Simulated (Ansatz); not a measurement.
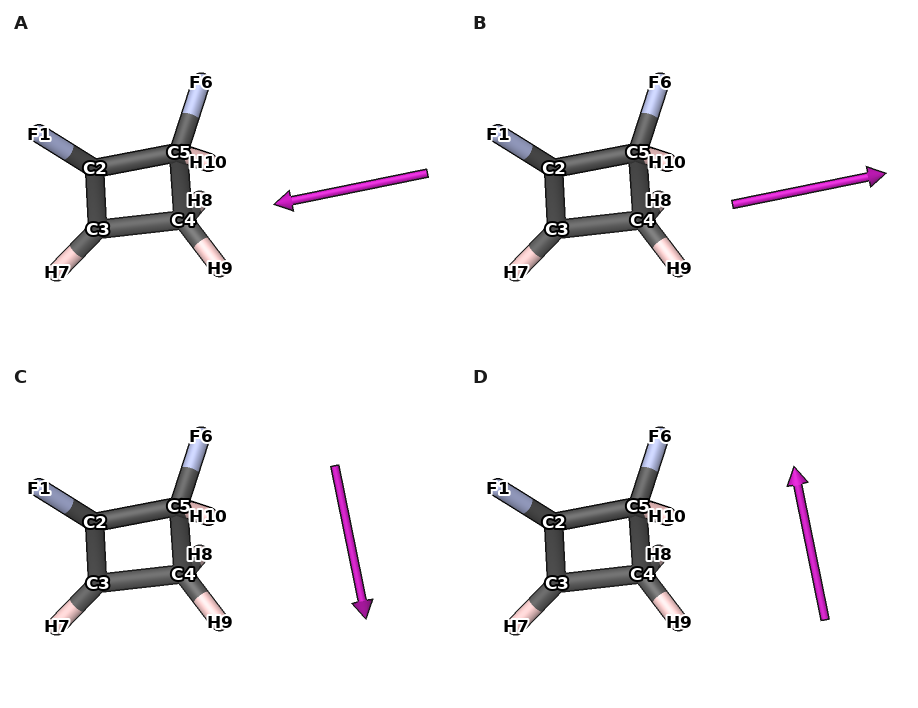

The same molecule four times, each with an arrow. Computed geometry: PBE0-D4/def2-TZVP optimisation. Method: RKS r2SCAN-D4/def2-TZVPP (Ansatz 0.2.0).

**Which arrow points along the dipole moment, from the negative to the positive end?**

C. The dipole moment is 2.21 D; it points from the side of F6 to the side of H9 (the outermost atoms at the two ends).
